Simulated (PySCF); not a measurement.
C$_{5}$H$_{14}$B$_{2}$Si (SMILES BCB(C[SiH3])C(=C)C)

The calculation's input:

```
{"job": {"kind": "nmr", "xc": "PBE0", "basis": "pcSseg-1"}, "charge": 0, "multiplicity": 1}
B      1.748332    -1.590880     0.773225
C      0.906303    -0.658096     1.698678
B      0.065050     0.310265     0.753730
C      0.766316     1.579598     0.173079
Si     1.341750     1.248588    -1.618794
C     -1.413118    -0.048671     0.370437
C     -2.205277     0.790781    -0.299886
C     -1.967385    -1.391747     0.769614
H      1.261983    -2.539969     0.287244
H      2.874002    -1.358011     0.548833
H      0.226658    -1.241703     2.317338
H      1.546999    -0.065158     2.350712
H      1.646918     1.875076     0.744495
H      0.113584     2.451655     0.130916
H      2.036016     2.451001    -2.098693
H      0.188258     0.991488    -2.485459
H      2.259166     0.110896    -1.689799
H     -3.220483     0.535100    -0.568280
H     -1.878728     1.770023    -0.606654
H     -1.300695    -2.186077     0.441179
H     -2.953557    -1.558574     0.340718
H     -2.052505    -1.456200     1.854162
```

Command:

```sh
OMP_NUM_THREADS=1 python probes_run.py task.json out
```

Geometry: GFN2-xTB.

These are results of PBE0/pcSseg-1, SCF density, gas phase, non-relativistic (PySCF), not measurements.

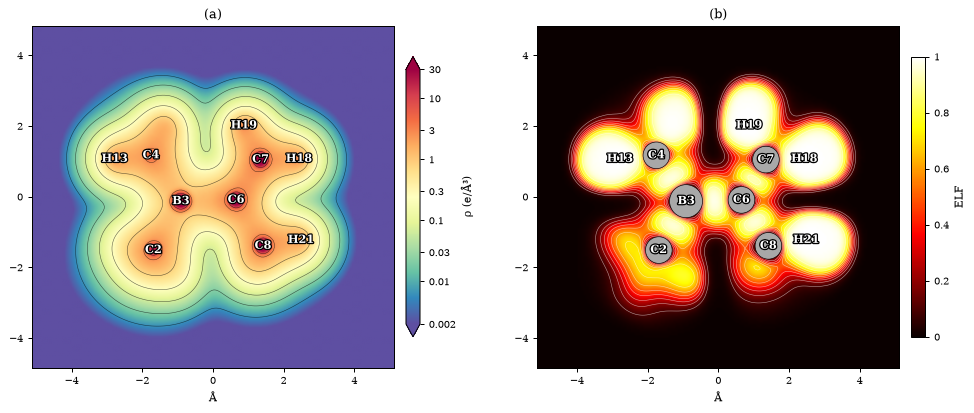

Figure 1. (a) electron density; (b) ELF on the plane of atoms B3, C6 and C8. Grey discs cover the atomic cores in the ELF map.

What do the fields say about this system?

- The plane passes through C, B and H nuclei.
- C–C (1.33 Å): ρ at the midpoint is about 2.3 e/Å³; the ELF peaks at about 0.95 between the atoms: a multiple bond.
- C–B (1.56 Å): the density is about 1.4 e/Å³ at the midpoint; the ELF peaks at about 0.95 between the atoms: a shared electron pair.
- C–H (1.08 Å): the density is about 2 e/Å³ at the midpoint; the ELF climbs to about 1 towards the hydrogen, as it does in any bond to H (an ordinary covalent bond to hydrogen).
- C–C (1.51 Å): the density is about 1.7 e/Å³ at the midpoint; the ELF peaks at about 0.95 between the atoms (a covalent bond).

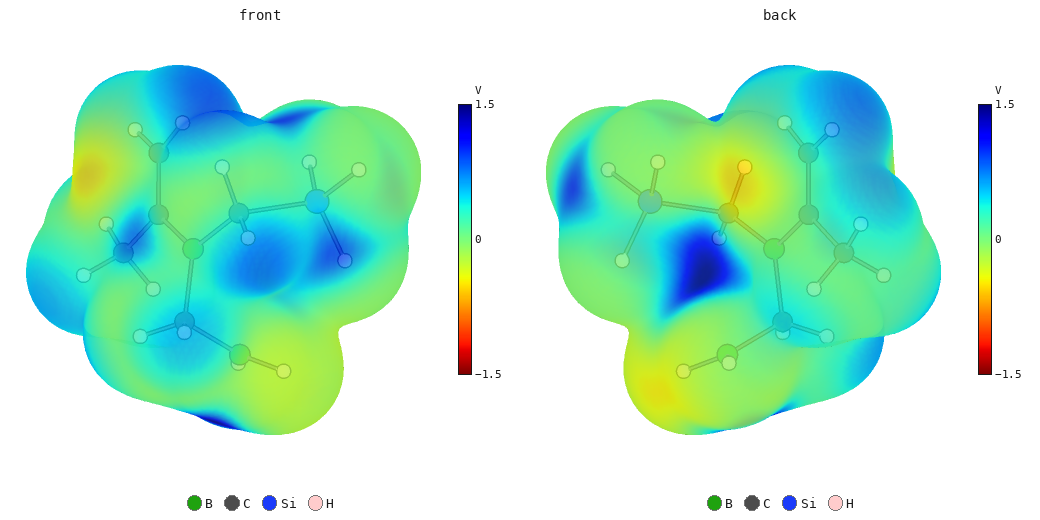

Figure 2. The electrostatic potential painted on the density surface at 0.002 e/bohr³, seen from the front and from behind; red is negative and blue positive.

Where is the surface potential most negative and most positive?

The most negative region (about −0.5 V) lies over the π face of C6 and C7, the most positive (about +1.4 V) over B1, B3 and Si5.
